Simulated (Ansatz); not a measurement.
# H8Si3, 11 atoms: making the run faster

To be measured: the time of a calculation of the RPA energy at PBE on H8Si3, and which launch flags, input keys and shares of the machine shorten it.

Program: Ansatz 0.2.0 (RPA energy, PBE, Gaussian basis). Host: Arm Neoverse N1, 56 cores, 56 hardware threads, 90 GiB; it was booked for these runs alone, one at a time. Each run is timed once from launch to exit, start-up included.

**1. The system**

A molecule of 11 atoms and 50 electrons, in the basis def2-svpd.

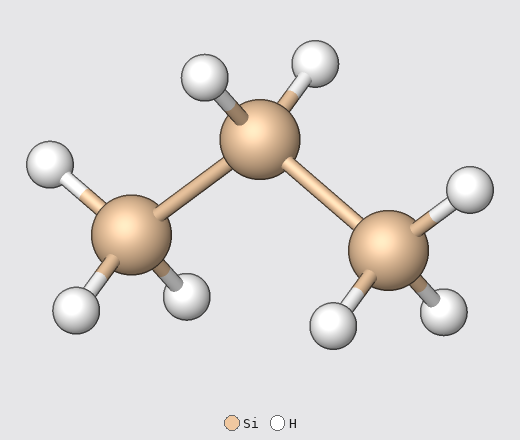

The structure, seen from a chosen angle (silicon light orange, hydrogen white).

**2. First run**

input.yaml

```yaml
crystal:
  periodic: [false, false, false]
  atoms:
    - { symbol: Si, position_ang: [0.0000, 0.0000, 0.0000] }
    - { symbol: H, position_ang: [0.0000, -0.8642, 1.2143] }
    - { symbol: H, position_ang: [0.0000, -0.8642, -1.2143] }
    - { symbol: H, position_ang: [-1.2425, 0.8224, 0.0000] }
    - { symbol: Si, position_ang: [1.9596, 1.2971, 0.0000] }
    - { symbol: H, position_ang: [1.9596, 2.1613, 1.2143] }
    - { symbol: H, position_ang: [1.9596, 2.1613, -1.2143] }
    - { symbol: Si, position_ang: [3.9193, 0.0000, 0.0000] }
    - { symbol: H, position_ang: [3.9193, -0.8642, 1.2143] }
    - { symbol: H, position_ang: [3.9193, -0.8642, -1.2143] }
    - { symbol: H, position_ang: [5.1618, 0.8224, 0.0000] }
basis:
  gaussian: { orbitals: def2-svpd }
hamiltonian: { xc: pbe }
correlation: { method: rpa }
```

Launch:

```console
$ taskset -c 8-63 ansatz run input.yaml --threads 8 --backend cpu --max-ram 64GiB --events-out ev --progress --plain --runs-dir out
```

Standard output:

```text
pinning: not binding workers (pin `auto` leaves the workers unbound: those that work in every phase are 16 at the most and take half of the cores in the planning thread's mask or fewer, and bound, runs started alike would share the same CPUs; alone on the mach
Engine: ansatz 0.2.0, aarch64-unknown-linux-gnu
Functional definition: PBE
  exchange = pbe_x(kappa = kappa, mu = beta*pi^2/3)
  correlation = pbe_c(beta = beta)
1322 factors; integrals over basis functions are off by at most 1.1e-3 eV
mean field evaluation 1: about -23741.2870 eV, gradient 1.7e1 eV
mean field evaluation 2: about -23741.2836 eV, gradient 1.7e1 eV
mean field evaluation 4: about -23742.5817 eV, gradient 1.6e0 eV
mean field evaluation 8: about -23742.5911 eV, gradient 2.0e-2 eV
mean field evaluation 16: about -23742.5911 eV, gradient 2.4e-6 eV
mean field -23742.59111689 eV, -872.5241302395 hartree, gradient 2.4e-6 eV, S^2 0.000000; 0 other end points of the search recorded, 0 dependent functions left out
15 core orbitals not correlated: weight in the atoms' cores, before any rotation towards them, 1.000 or more for the frozen orbitals, at most 0.000 for the correlated occupied ones
reference -23704.73888827 eV, -871.1330864949 hartree; 10, 10 occupied and 111, 111 virtual orbitals, 1322 factors
Total energy: -23723.29180181 eV, -871.8148934917 hartree
```

Wall time 1.8 s, CPU time 12 s, peak memory 0.3 GiB, 16 SCF iterations in all (8 threads).

Size of the job: 50 electrons, 136 basis functions.

Where the time went (the program's own counters):

| phase | seconds | share of the wall time |
| --- | --- | --- |
| hamiltonian | 1.4 | 79 % |
| second_order | 0.3 | 17 % |

**3. Change: --pin on**

input.yaml is that of step 2.

Launch:

```console
$ taskset -c 8-63 ansatz run input.yaml --threads 8 --pin on --backend cpu --max-ram 64GiB --events-out ev --progress --plain --runs-dir out
```

Standard output, cut to the lines that bear on the results:

```text
[... 4 set-up lines as earlier in the session ...]
1322 factors; integrals over basis functions are off by at most 1.1e-3 eV
mean field evaluation 1: about -23741.2870 eV, gradient 1.7e1 eV
mean field evaluation 2: about -23741.2836 eV, gradient 1.7e1 eV
mean field evaluation 4: about -23742.5817 eV, gradient 1.6e0 eV
mean field evaluation 8: about -23742.5911 eV, gradient 2.0e-2 eV
mean field evaluation 16: about -23742.5911 eV, gradient 2.4e-6 eV
mean field -23742.59111689 eV, -872.5241302395 hartree, gradient 2.4e-6 eV, S^2 0.000000; 0 other end points of the search recorded, 0 dependent functions left out
15 core orbitals not correlated: weight in the atoms' cores, before any rotation towards them, 1.000 or more for the frozen orbitals, at most 0.000 for the correlated occupied ones
[... 1 line left out ...]
Total energy: -23723.29180181 eV, -871.8148934917 hartree
```

Wall time 1.7 s, CPU time 12 s, peak memory 0.3 GiB, 16 SCF iterations in all (8 threads).

**4. One change at a time**

| change | wall time | speed-up | SCF iterations | peak memory (GiB) |
| --- | --- | --- | --- | --- |
| none | 1.8 s | 1 | 16 | 0.3 |
| --pin on | 1.7 s | 1 | 16 | 0.3 |

**5. What came out**

| quantity | value |
| --- | --- |
| reference | 1.8 s on 8 threads |
| best change | none beyond the noise |

**Reading.** Changes under about 17 % are taken as noise (0.3 s of jitter at start-up on so short a run). No change beats the defaults here. The figures hold for this build, input and host.
